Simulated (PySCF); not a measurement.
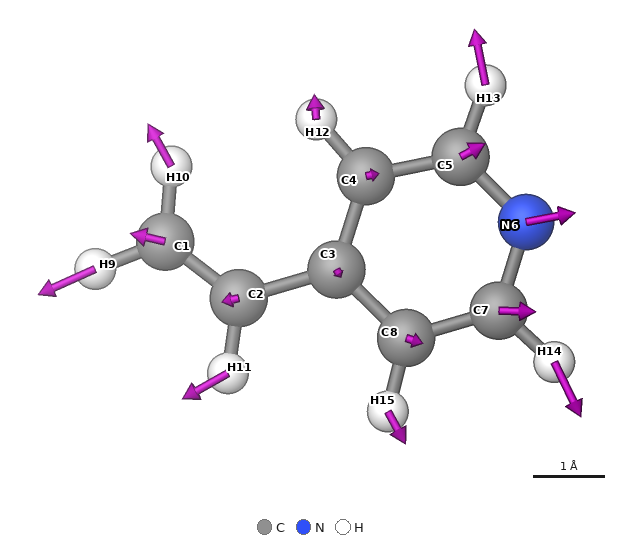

This is a relaxation of C$_{7}$H$_{7}$N. The starting structure is drawn; purple arrows show the displacements, 30 times their true length. The two geometries are superimposed by the best rigid fit.

The picture is a ball-and-stick view, seen face on.

The start comes from GFN2-xTB.

Method: PySCF, PBE0-D3(BJ)/def2-SVP geometry optimisation, gas phase. 

What did the optimiser do to the structure, and how much energy did it gain?

Answer. The largest move after the best rigid fit is that of H9, 0.030 Å. Largest moves by element: H 0.030 Å, N 0.025 Å, C 0.018 Å. Some distances before and after: C1–H10 1.076 → 1.093 Å, C2–H11 1.083 → 1.096 Å, C1–C2 1.327 → 1.338 Å, C5–N6 1.323 → 1.333 Å. After 2 geometry steps the energy has fallen by 0.045 eV. Largest force component: 0.6 eV/Å at the start, 0.016 eV/Å at the end. The run took roughly 27 core-seconds on a shared host.
